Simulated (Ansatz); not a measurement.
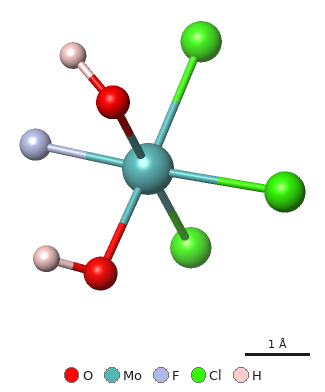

Starting structure of MoH2O2Cl3F (coarse preliminary run). Style: ball-and-stick. Shown from a free direction.

The start comes from a force field.

All numbers below come from RKS PBE-D4/def2-SVP (Ansatz).

Input
```yaml
crystal:
  periodic: [false, false, false]
  atoms:
    - {symbol: O, position_ang: [-1.585900, -1.009100, 0.145200]}
    - {symbol: Mo, position_ang: [-0.086700, 0.322200, 0.030300]}
    - {symbol: O, position_ang: [0.951600, -1.036400, -1.024700]}
    - {symbol: F, position_ang: [0.705900, -0.380400, 1.721300]}
    - {symbol: Cl, position_ang: [1.747300, 1.849400, -0.108200]}
    - {symbol: Cl, position_ang: [-0.949800, 1.214700, -2.015200]}
    - {symbol: Cl, position_ang: [-1.320000, 1.939400, 1.260300]}
    - {symbol: H, position_ang: [-1.198500, -1.803000, 0.426700]}
    - {symbol: H, position_ang: [1.824600, -1.143100, -0.452700]}
basis:
  gaussian: {orbitals: def2-SVP}
hamiltonian: {xc: pbe, dispersion: d4}
relax: {f_tol: 0.03, max_steps: 200}
```

Run as
```bash
ansatz run in.yaml --threads 4 --pin off --events-out ev --progress --plain --max-ram 11315MiB
```

Question: Where does the relaxation end?

Answer: H9 moves most after the best rigid fit: 0.81 Å. By element the largest moves are H 0.81 Å, F 0.38 Å, Cl 0.36 Å, O 0.24 Å, Mo 0.11 Å. Among the contacts that change: O1–Mo2 2.008 → 1.872 Å, Mo2–O3 2.009 → 1.879 Å, Mo2–F4 1.995 → 1.889 Å, Mo2–Cl6 2.393 → 2.300 Å. Bond angles that change, for instance: Mo2–O3–H9 102.3° → 120.1°, Mo2–O1–H8 105.8° → 121.9°, O3–Mo2–Cl7 179.5° → 167.2°. The energy falls by 1.067 eV in 14 geometry steps. Largest force component: 4.2 eV/Å at the start, 0.011 eV/Å at the end.

Step by step:

```json
{"step": "0", "E − E(0), eV": "0.0000", "largest force component, eV/Å": "4.2411"}
{"step": "1", "E − E(0), eV": "-0.6544", "largest force component, eV/Å": "2.3465"}
{"step": "2", "E − E(0), eV": "-0.8129", "largest force component, eV/Å": "1.8404"}
{"step": "3", "E − E(0), eV": "-0.9190", "largest force component, eV/Å": "0.5087"}
{"step": "4", "E − E(0), eV": "-0.9581", "largest force component, eV/Å": "0.2172"}
{"step": "5", "E − E(0), eV": "-0.9598", "largest force component, eV/Å": "1.7345"}
{"step": "6", "E − E(0), eV": "-1.0080", "largest force component, eV/Å": "0.3076"}
{"step": "7", "E − E(0), eV": "-1.0300", "largest force component, eV/Å": "0.1336"}
{"step": "8", "E − E(0), eV": "-1.0346", "largest force component, eV/Å": "0.5907"}
{"step": "9", "E − E(0), eV": "-1.0527", "largest force component, eV/Å": "0.2937"}
{"step": "10", "E − E(0), eV": "-1.0609", "largest force component, eV/Å": "0.1575"}
{"step": "11", "E − E(0), eV": "-1.0642", "largest force component, eV/Å": "0.1360"}
{"step": "12", "E − E(0), eV": "-1.0661", "largest force component, eV/Å": "0.1357"}
{"step": "13", "E − E(0), eV": "-1.0666", "largest force component, eV/Å": "0.0570"}
{"step": "14", "E − E(0), eV": "-1.0668", "largest force component, eV/Å": "0.0110"}
```

The structure at the end:

```xyz
9

O    -1.4517   -1.0735    0.0958
Mo   -0.1002    0.2186    0.0085
O     1.0970   -0.9299   -0.8737
F     0.3402   -0.4754    1.7094
Cl    1.8334    1.5872    0.1294
Cl   -0.9484    1.0041   -1.9795
Cl   -1.1718    1.9556    1.1038
H    -1.5241   -1.6981    0.8487
H     2.0143   -0.6350   -1.0595
```

After the run, drawn alike:

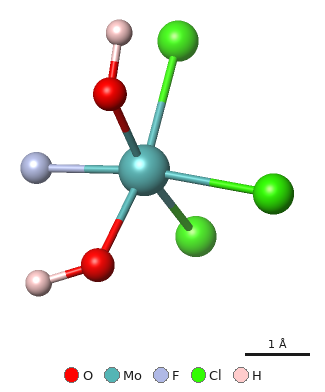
